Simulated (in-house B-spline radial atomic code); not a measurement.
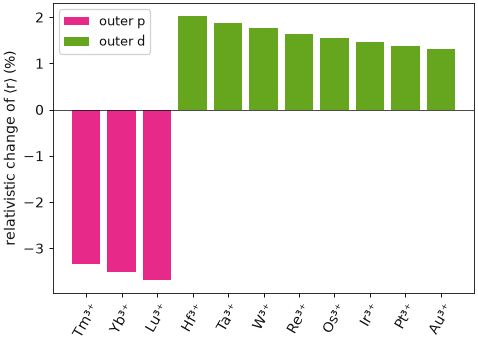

**Figure.** The effect of relativity on the mean radius of the outermost shell, taken as the one with the largest non-relativistic radius (j-weighted means). Species: Tm³⁺, Yb³⁺, Lu³⁺, Hf³⁺, Ta³⁺, W³⁺, Re³⁺, Os³⁺, Ir³⁺, Pt³⁺ and Au³⁺. Level of theory: Hartree–Fock, non-relativistic against Dirac–Coulomb; calculated with a B-spline radial code.

The strongest contraction is in Lu³⁺ (5p, 1.43 to 1.38 bohr, −3.7 %). The largest expansion is in Hf³⁺ (5d, 1.91 to 1.95 bohr, 2.0 %).
